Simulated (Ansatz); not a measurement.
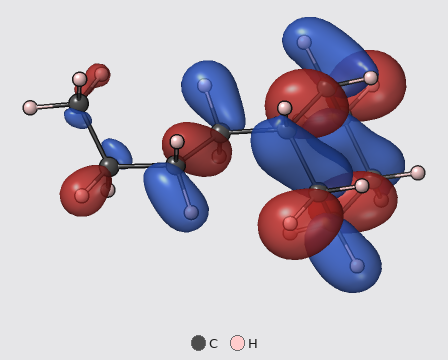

The picture shows: C$_{10}$H$_{20}$ (SMILES CCCCC1CCCCC1). The HOMO at ±0.1 Å⁻³ᐟ² (red and blue are the two phases), seen at a tilt.

Geometry: PBE0-D4/def2-TZVP.

These are results of RKS PBE0-D4/def2-TZVPP (Ansatz), not measurements.

```tsv
atom	x (Å)	y (Å)	z (Å)
C	-0.4534	-2.8419	-2.5527
C	-0.8692	-1.3830	-2.6528
C	0.0539	-0.4180	-1.9182
C	0.0628	-0.5965	-0.4081
C	1.0200	0.3396	0.3307
C	0.6339	1.8173	0.2272
C	-0.6180	2.1534	1.0277
C	-0.4624	1.7498	2.4877
C	-0.0877	0.2798	2.6189
C	1.1591	-0.0447	1.8051
H	-0.4874	-3.2067	-1.5237
H	-1.1101	-3.4815	-3.1469
H	0.5677	-2.9833	-2.9195
H	-0.9094	-1.0959	-3.7088
H	-1.8897	-1.2655	-2.2690
H	1.0763	-0.5347	-2.3010
H	-0.2468	0.6052	-2.1642
H	-0.9593	-0.4766	-0.0315
H	0.3501	-1.6255	-0.1656
H	2.0047	0.2181	-0.1394
H	1.4669	2.4181	0.6127
H	0.5076	2.1107	-0.8185
H	-0.8314	3.2239	0.9511
H	-1.4856	1.6385	0.5984
H	0.3266	2.3615	2.9441
H	-1.3809	1.9614	3.0435
H	-0.9253	-0.3408	2.2807
H	0.0771	0.0233	3.6698
H	1.4017	-1.1092	1.8895
H	2.0081	0.5031	2.2327
```

Question: Where does this orbital lie, and at what energy?

Answer: By Hirshfeld shares it lies mainly on C5 (about 15 %), C10 (about 10 %), C6 (about 10 %), C9 (about 10 %), C7 (about 5 %) and C8 (about 5 %). Its energy is −8.06 eV.
